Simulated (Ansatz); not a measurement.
The figure comes from a scan of Mg2Sn (antifluorite type, space group Fm-3m): the cell is scaled evenly about its relaxed volume V₀. All values below come from PBEsol (plane waves to 420 eV, PAW, scalar-relativistic; Ansatz, a quantum-chemistry and plane-wave program). k mesh 12×12×12 (Γ-centred), Fermi-Dirac smearing 0.05 eV. Stress and pressure are positive under compression. At this level the bands of Mg2Sn touch or barely overlap; measurements give the solid a gap. Mg2Sn was relaxed with its symmetry unable to fall. 

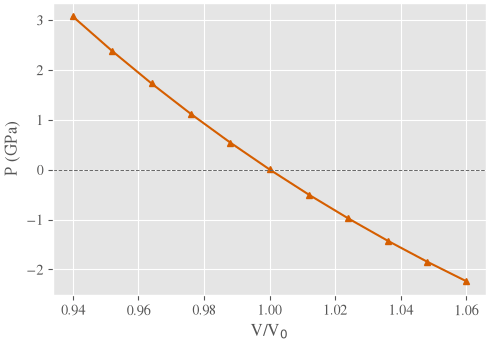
Figure. P (GPa) against V/V₀; computed points joined by lines.

Q: Read the plotted values off the figure, to the accuracy that the plot allows.

A: To the nearest 0.1:

```json
[
 {"V/V₀": "0.940", "P (GPa)": "3.1"},
 {"V/V₀": "0.952", "P (GPa)": "2.4"},
 {"V/V₀": "0.964", "P (GPa)": "1.7"},
 {"V/V₀": "0.976", "P (GPa)": "1.1"},
 {"V/V₀": "0.988", "P (GPa)": "0.5"},
 {"V/V₀": "1.000", "P (GPa)": "0.0"},
 {"V/V₀": "1.012", "P (GPa)": "-0.5"},
 {"V/V₀": "1.024", "P (GPa)": "-1.0"},
 {"V/V₀": "1.036", "P (GPa)": "-1.4"},
 {"V/V₀": "1.048", "P (GPa)": "-1.8"},
 {"V/V₀": "1.060", "P (GPa)": "-2.2"}
]
```

(A scan under strain: stresses follow from slopes of the energy per volume, elastic moduli from its curvatures.)
